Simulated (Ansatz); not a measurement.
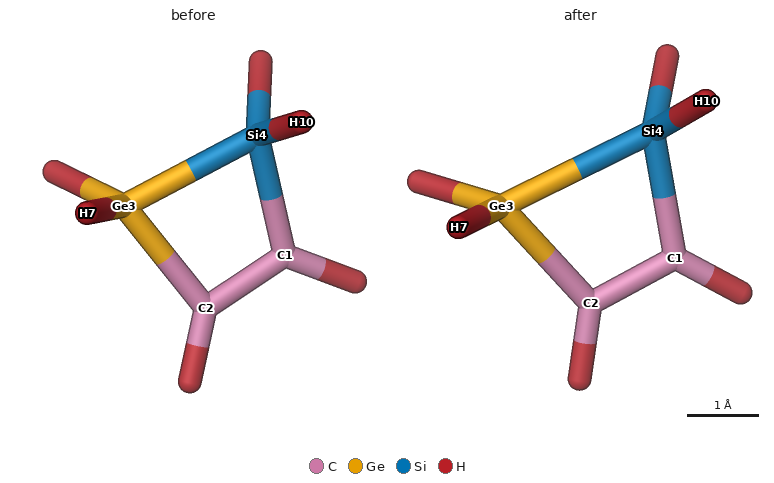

The structure of C2H6GeSi (coarse preliminary run) before (left) and after (right) a relaxation, at one scale.

A stick model, seen at a tilt.

The start comes from a force field.

All numbers below come from Ansatz 0.2.0, RKS PBE-D4/def2-SVP. (force threshold 0.03 eV/Å; at most 200 steps)

Describe what moved and what it gained.

Answer. The atom that moves furthest after the best rigid fit is an H atom (0.39 Å). Largest moves by element: H 0.39 Å, Ge 0.15 Å, Si 0.15 Å, C 0.11 Å. Some distances before and after: Ge–Si 2.137 → 2.403 Å, H–Si 1.405 → 1.508 Å, C–Ge 1.926 → 1.984 Å, C–H 1.148 → 1.107 Å. Among the angles between lasting bonds that change: H–Si–H 122.3° → 107.7°, H–Ge–H 118.2° → 108.5°, Si–Ge–H 111.8° → 120.8°. After 5 geometry steps the energy has fallen by 22.9 kcal/mol. Largest force component: 4.1 eV/Å at the start, 0.012 eV/Å at the end.
